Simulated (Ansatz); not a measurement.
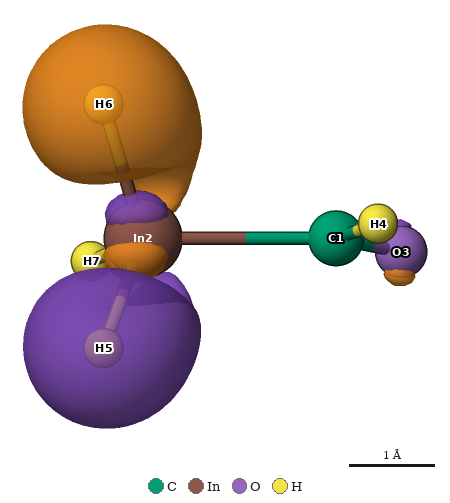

Figure 1: CH4InO (charge −1). The HOMO−1 at ±0.15 Å⁻³ᐟ² (orange and purple are the two phases), seen from one side.

Geometry: B3LYP-D3(BJ)/def2-SVPD; core potentials replace the inner electrons of In.

Theory: isolated molecule in a Gaussian basis; Kohn-Sham density functional theory, functional PBE0 in Ansatz.

```json
{"atom": "C", "x (Å)": "-1.3007", "y (Å)": "0.5810", "z (Å)": "0.0435"}
{"atom": "In", "x (Å)": "-1.3108", "y (Å)": "0.7881", "z (Å)": "-2.2419"}
{"atom": "O", "x (Å)": "-2.2264", "y (Å)": "0.3157", "z (Å)": "0.7961"}
{"atom": "H", "x (Å)": "-0.2891", "y (Å)": "0.7486", "z (Å)": "0.5608"}
{"atom": "H", "x (Å)": "-0.7368", "y (Å)": "2.4544", "z (Å)": "-2.5632"}
{"atom": "H", "x (Å)": "-0.1039", "y (Å)": "-0.4013", "z (Å)": "-2.8237"}
{"atom": "H", "x (Å)": "-2.9382", "y (Å)": "0.4872", "z (Å)": "-2.8960"}
```

What is the character of this orbital?

Its weight (Hirshfeld) is mainly on In2 (about 40 %), H5 (about 30 %) and H6 (about 30 %). Its energy is −2.82 eV.
